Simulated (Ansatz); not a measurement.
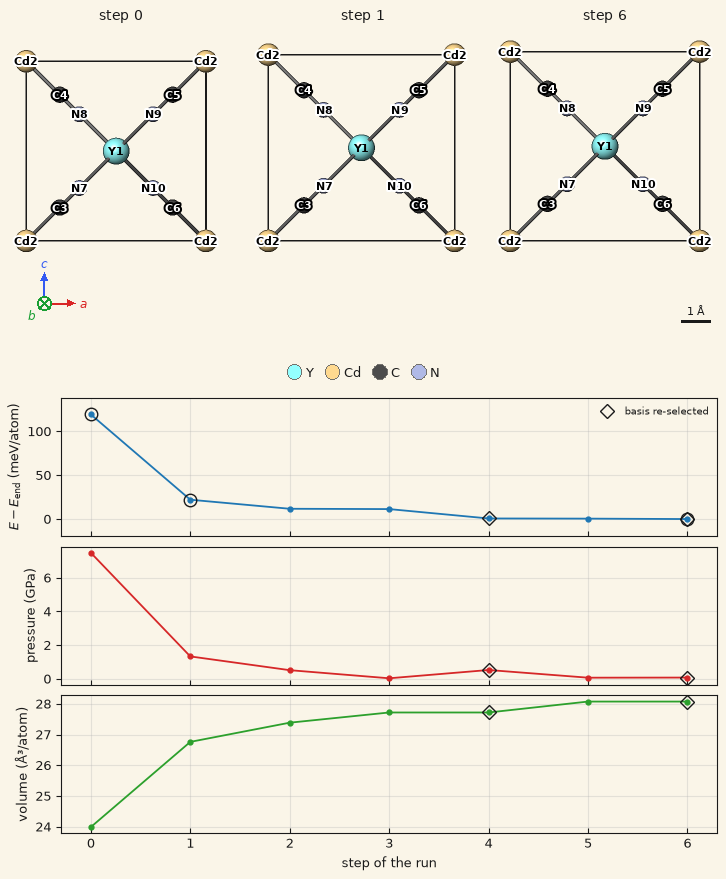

Frames of a relaxation of a crystal of YCdC$_{4}$N$_{4}$ (a generated structure, set up in P-43m) (coarse preliminary run), marked on the history of the run. Style: ball-and-stick. Shown: the cell of the calculation, along the b axis.

Level of theory: DFT PBE, scalar-relativistic, plane waves, PAW (Ansatz 0.2.0). (plane-wave cutoff 420 eV; k-point mesh 4 × 4 × 4; occupations gaussian; smearing width 0.1 eV; no spin polarisation; cell and atoms relaxed; force threshold 0.04 eV/Å; at most 70 steps)

Describe the path.

Answer. Over 4 accepted moves (6 points after the start) the energy falls by 119 meV per atom. Largest force component: 1.1 eV/Å at the start, 0.0056 eV/Å at the end. Pressure: 7.48 GPa at the start and 0.07 GPa at the end. At 2 points the geometry stayed and the basis and grid were re-selected for the new cell (energy shift of 10.7 meV per atom at most each time). The largest moves relative to the cell, 0.11 Å, are those of C3, C4, C5 and C6. C4 goes along [1 −1 −1]. By element the largest moves are C 0.11 Å, N 0.06 Å. Y and Cd stay in place. Cell: a = b = c 6.213 → 6.548 Å (+5.4 %). Volume +17.0 %. Near-neighbour distances that change, for instance: Cd2–C3 2.001 → 2.223 Å, Y1–C3 3.380 → 3.447 Å, Y1–N10 2.210 → 2.271 Å, C3–N7 1.170 → 1.177 Å. The space group stays P-43m (No. 215). The run took 37 s on 1 thread of Intel(R) Xeon(R) 6975P-C (Granite Rapids), with other jobs on the host, peak memory 0.51 GiB. From step 0 to 1: C atoms move most (0.06 Å), volume +11.6 %, energy −97.2 meV per atom. From step 1 to 6: C atoms move most (0.06 Å), volume +4.9 %, energy −22.1 meV per atom.
